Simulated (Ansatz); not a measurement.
**SnCl2 (SMILES [Cl][Sn][Cl]): the electronic atomisation energy, rung by rung**

SnCl2 has 3 atoms, charge 0, and is taken as a singlet. As SMILES, `[Cl][Sn][Cl]`. Geometry: a GFN2-xTB relaxation, a rough one for these elements and not checked as a minimum.

| atom | x (Å) | y (Å) | z (Å) |
| --- | --- | --- | --- |
| Sn | 0.0049 | -0.0072 | -1.0237 |
| Cl | 1.8126 | -0.0190 | 0.5210 |
| Cl | -1.8175 | 0.0262 | 0.5027 |

Quantity: the electronic atomisation energy, in eV. The values are calculated. Electronic energies at fixed atoms, without zero-point motion or spin-orbit coupling.

| level | kind | program | value (eV) | less CCSD(T)/def2-SVP | CPU time (all runs) |
| --- | --- | --- | --- | --- | --- |
| HF/def2-SVP (core potential) | Hartree–Fock | Ansatz | 5.31 | -1.68 | 0.95 s |
| SVWN5/def2-SVP (core potential) | LDA | Ansatz | 9.42 | +2.43 | 2 s |
| BLYP/def2-SVP (core potential) | GGA | Ansatz | 7.87 | +0.88 | 3.1 s |
| PBE/def2-SVP (core potential) | GGA | Ansatz | 8.25 | +1.26 | 3 s |
| revPBE/def2-SVP (core potential) | GGA | Ansatz | 7.85 | +0.86 | 3.1 s |
| r2SCAN/def2-SVP (core potential) | meta-GGA | Ansatz | 8.07 | +1.08 | 7.5 s |
| B3LYP/def2-SVP (core potential) | global hybrid | Ansatz | 7.73 | +0.74 | 3.6 s |
| CCSD(T)/def2-SVP (core potential) | coupled cluster or CI | Ansatz | 6.99 | 0.00 | 2.6 s |

Differences are taken from CCSD(T)/def2-SVP (core potential) for orientation; it has basis-set and higher-order errors of its own. The values span 5.31 to 9.42 eV. In the correlated wave-function rows the outer d shell of Sn is correlated, in sets not made for it. CPU times are rough (shared hosts, several kinds of processor): they show what a rung costs within a factor of a few.

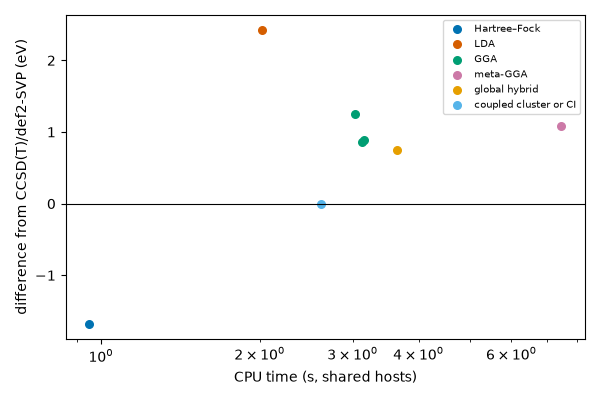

Difference from CCSD(T)/def2-SVP against processor time, one point a level.
